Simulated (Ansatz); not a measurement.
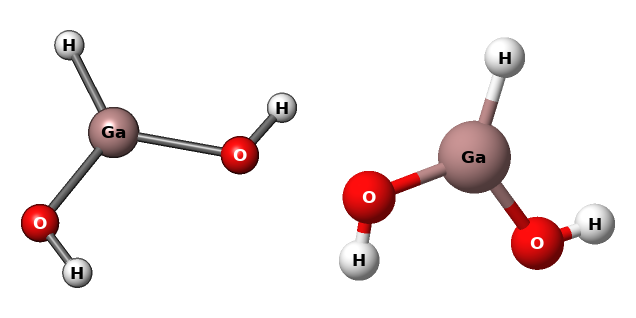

Two views of one molecule.

The geometry was computed by an optimisation with PBE0-D4/def2-TZVP. No frequency run is at hand to confirm it as a minimum.

What is the molecular formula?

GaH₃O₂, 6 atoms: 1 gallium, 3 hydrogen and 2 oxygen.

How many sets of symmetry-equivalent atoms are there?

6: 1 O, 1 Ga, 1 O, 1 H, 1 H, 1 H.

More results for the same structure follow; atom numbers are the same in all pictures, views and colours differ.

## Electronic properties

No frequency run is at hand to confirm it as a minimum. Method: RKS PBE0-D4/def2-TZVPP (Ansatz 0.2.0).

Predict the main results.

- HOMO energy (Kohn–Sham orbital): −8.68 eV
- LUMO energy (Kohn–Sham orbital): −0.53 eV
- HOMO–LUMO gap: 8.15 eV

## Dipole moment

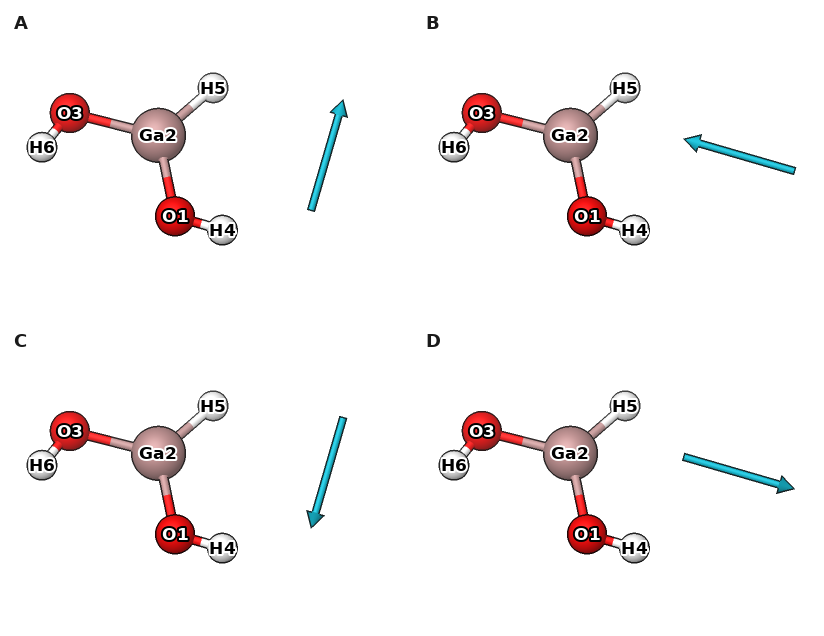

The same molecule four times, each with an arrow. No frequency run is at hand to confirm it as a minimum. Properties computed with RKS PBE0-D4/def2-TZVP (Ansatz 0.2.0).

Which arrow points along the dipole moment, from the negative to the positive end?

D. The dipole moment is 1.79 D; it points from the side of H6 to the side of H4 (the outermost atoms at the two ends).

## Charges

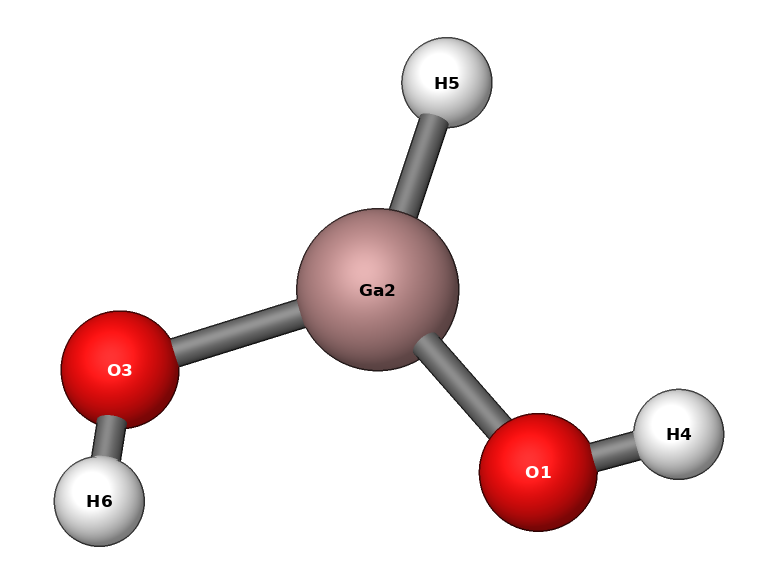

The questions are on Mulliken charges. No frequency run is at hand to confirm it as a minimum. Level of theory: RKS PBE0-D4/def2-TZVP (Ansatz 0.2.0).

Give the Mulliken charges atom by atom.

| atom | value (e) |
| --- | --- |
| O1 | −0.56 |
| Ga2 | 0.55 |
| O3 | −0.56 |
| H4 | 0.31 |
| H5 | −0.05 |
| H6 | 0.32 |

Mulliken values depend strongly on the basis set and can even reverse the polarity of a bond.
